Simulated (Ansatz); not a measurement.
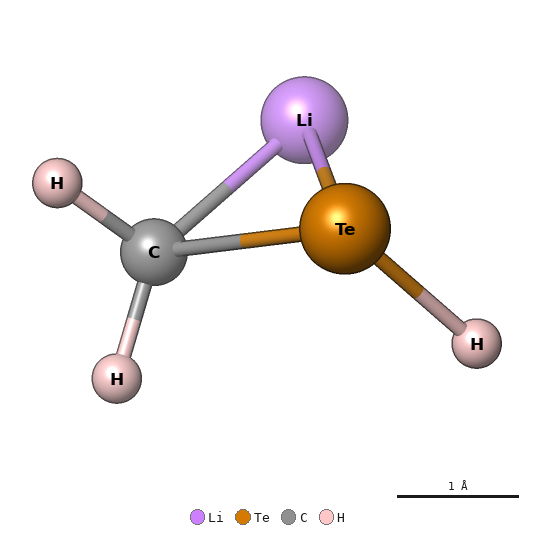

Atoms fade into the background with distance from the viewer. The computed structure is the end point of a PBE0-D4/def2-TZVP optimisation. No frequency run is at hand to confirm it as a minimum. Masses are those of the most abundant isotopes; constants are for the rigid equilibrium geometry.

Question: Classify the rotor and give the rotational constants (GHz).

Answer: An asymmetric top (C1): A = 21.0, B = 5.54, C = 4.70 GHz. Ray's parameter κ is −0.90, close to the prolate limit.
